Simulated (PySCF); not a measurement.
H2N2O, SMILES `O.N#N`.

PySCF calculation, ωB97X/def2-SVP, gas phase; geometry: an unrelaxed start of a pair search. Without diffuse functions Rydberg states are missing, so the states' numbers hold for this basis only.

Geometry (Å), atoms numbered from 1:

```
O1      -1.7135    0.1552   -0.0836
H2      -1.6309   -0.7735   -0.3157
H3      -1.7734    0.2001    0.8740
N4       1.5622    0.3807   -0.0438
N5       0.8824   -0.4763    0.0595
```

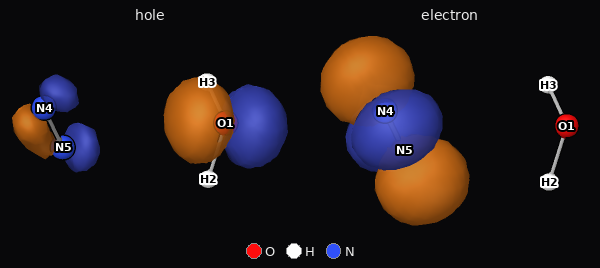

Leading natural transition orbital pair of S₂ (TDA singlet states); the surfaces enclose about 70 % of each orbital's density.

Q: What kind of excitation is it, and where does it lie?

A: 8.28 eV (150 nm), f = 0.002 (very weak), charge transfer; the leading pair carries 99 %; hole on O1 (69 %) and N4 and N5 (11 % each), electron on N4 and N5 (48 % each); their centroids lie 2.2 Å apart. In canonical orbitals it is mainly HOMO → LUMO (84 %). The HOMO–LUMO gap is 13.29 eV.
